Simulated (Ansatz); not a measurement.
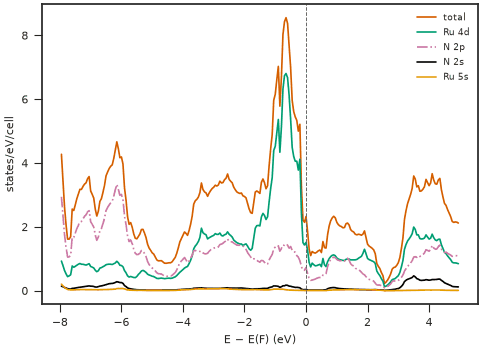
*Total and projected density of states of RuN₂ in space group Pnnm (No. 58; Ru on 2a, N on 4g), plane-wave PAW PBEsol (Ansatz code)*

Task: Which orbitals carry the states next to the Fermi level?

Result: Within 0.5 eV of the Fermi level: Ru 4d 73 %, N 2p 24 %. Projections are on Löwdin-orthogonalised atomic valence shells; empty p or d shells of many metals are not among them.

Task: Where is the tallest occupied peak in this window, and what makes it?

Result: Near -0.6 eV, about 8.6 states/eV per cell; the largest projected share is Ru 4d.

The first step of the workflow began from a Materials Project structure, measured or hypothetical; the Crystallography Open Database copy checked does not list it. Its standing as an ambient phase is unchecked. Symmetry was held in the PBEsol relaxation; whether a distortion lowers the energy is not shown. No spin polarisation was allowed. Its formation energy is positive at this level, so the cell may be metastable or incomplete. Spin–orbit coupling is left out wherever it is not named.

Potentials: the later of the program's two PAW sets.
